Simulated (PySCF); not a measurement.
# C₃H₈O₃Si (SMILES CO[SiH](C=O)OC): what the fields show

```xyz
15

C     1.6131   -1.6482    1.2255
O     1.2807   -0.2899    1.1028
Si    0.4188    0.3941   -0.1204
C     0.2376    2.2485    0.3165
O    -0.4689    2.9375   -0.3845
O    -1.0829   -0.2938   -0.1740
C    -2.0419   -0.0932   -1.1795
H     2.2132   -1.7822    2.1375
H     2.2104   -2.0033    0.3663
H     0.7118   -2.2790    1.3060
H     1.0827    0.2402   -1.4522
H     0.7533    2.6961    1.2114
H    -2.9124   -0.7317   -0.9677
H    -2.3764    0.9572   -1.2165
H    -1.6523   -0.3641   -2.1781
```

Geometry: PBE0-D3(BJ)/def2-SVP.

Method: PBE0/pcSseg-1, SCF density, gas phase, non-relativistic (PySCF).

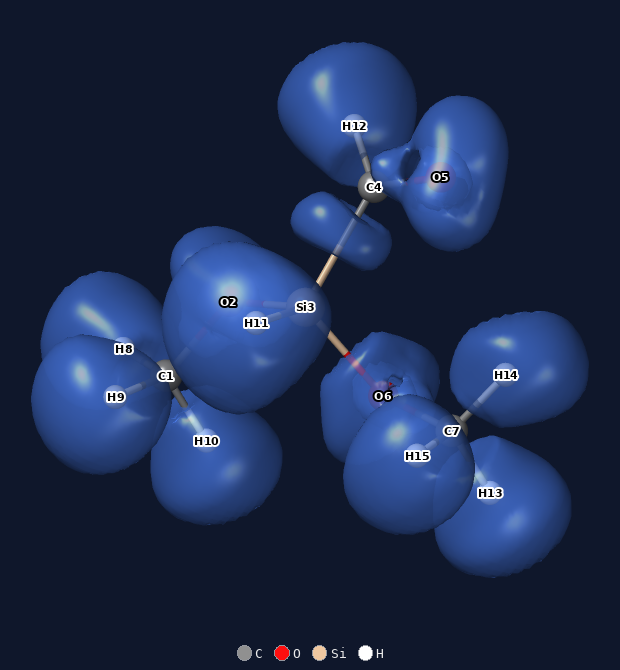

Figure 1. Isosurface of the electron localisation function at 0.75 (blue), seen at a tilt. Core shells and regions of very low density are left out.

Q: What do the ELF domains correspond to?

A: At this value the surface marks out one region between bonded C–Si atoms (shared pairs), eight regions around hydrogen nuclei and three regions on O in which the atom's valence shell and bonds are merged. Profiles from the grid: C–O (1.21 Å): the ELF peaks at about 0.85 between the atoms: a short, multiple covalent bond. Si–O (1.65 Å): the ELF peaks at about 0.85 between the atoms; a shared but strongly polarised pair.

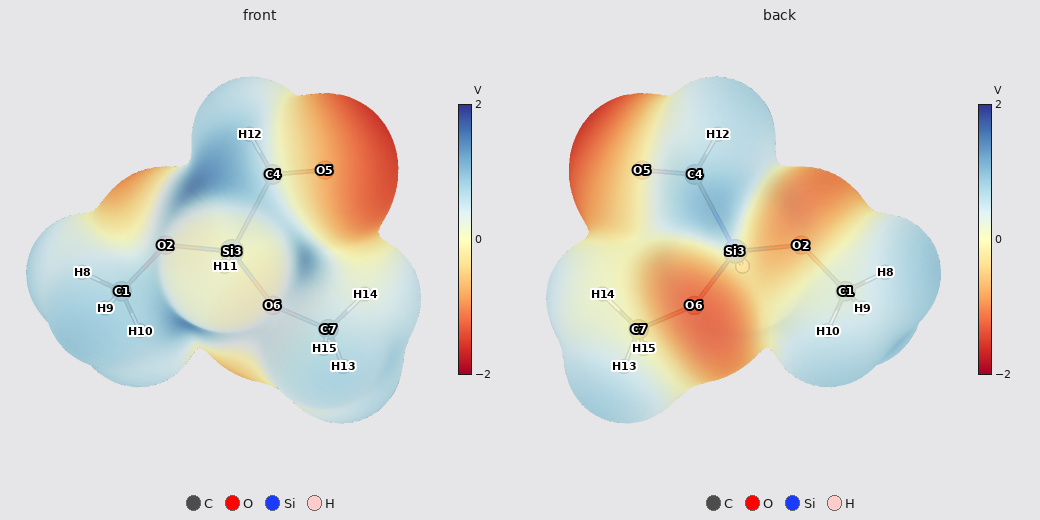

Figure 2. The electrostatic potential painted on the density surface at 0.002 e/bohr³, seen from the front and from behind; the colour scale runs from red (negative) to blue (positive).

Q: Which sites attract a positive test charge, and which a negative one?

A: A positive charge is drawn to the negative regions and a negative charge to the positive ones. The most negative region (about −1.5 V) lies over O5, the most positive (about +1.4 V) over Si3. O5 is the likeliest acceptor of a hydrogen bond.

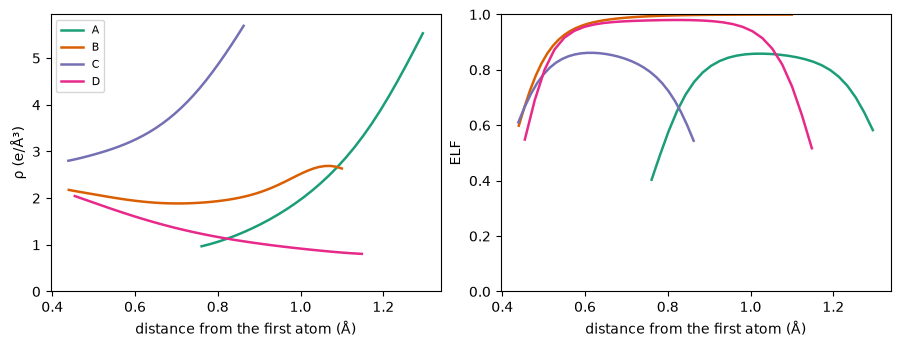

Figure 3. Electron density and electron localisation function along straight lines between neighbouring atoms. The curves leave out the atomic cores.

Q: Which curve belongs to which contact (C–H, C–O, C–Si and Si–O)? The first atom named is at distance zero.

A: Curve A: Si–O (1.65 Å): ρ is about 1.1 e/Å³ halfway; the ELF peaks at about 0.85 between the atoms (a shared but strongly polarised pair). Curve B: C–H (1.10 Å): ρ at the midpoint is about 2 e/Å³; the ELF climbs to about 1 towards the hydrogen, as it does in any bond to H: an ordinary covalent bond to hydrogen. Curve C: C–O (1.21 Å): ρ at the midpoint is about 3.3 e/Å³; the ELF peaks at about 0.85 between the atoms: a multiple bond. Curve D: C–Si (1.91 Å): the density is about 0.96 e/Å³ at the midpoint; the ELF peaks at about 1 between the atoms, as expected for localised, covalent bonding.
